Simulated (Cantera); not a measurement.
Feed: 1 mol Si₃H₈, 23 mol H₂, at 100000 Pa.

Cantera equilibrium calculation (NASA polynomials, part measured and part estimated; ideal gas, pure solids and liquids). Candidate condensed phases: Si; 9 gas species. The feed counts by its element totals alone. Gases not in the tables: Si₂H₆ and higher silanes. Kinetics and transport are ignored.

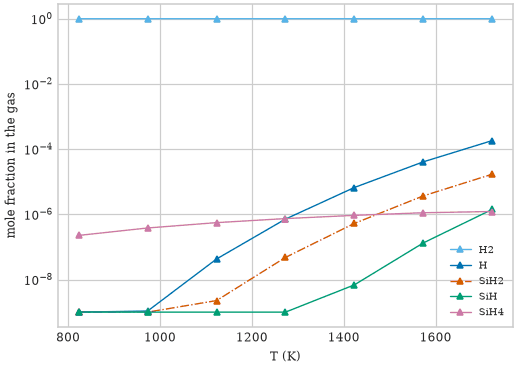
Figure. Equilibrium gas composition (values under 1e-9 drawn at 1e-9)

From 823 K to 1573 K the condensed part is Si(s). At 1723 K the condensed part is Si(l). The main Si-bearing gas is SiH₄ at 823 K and SiH₂ at 1723 K.
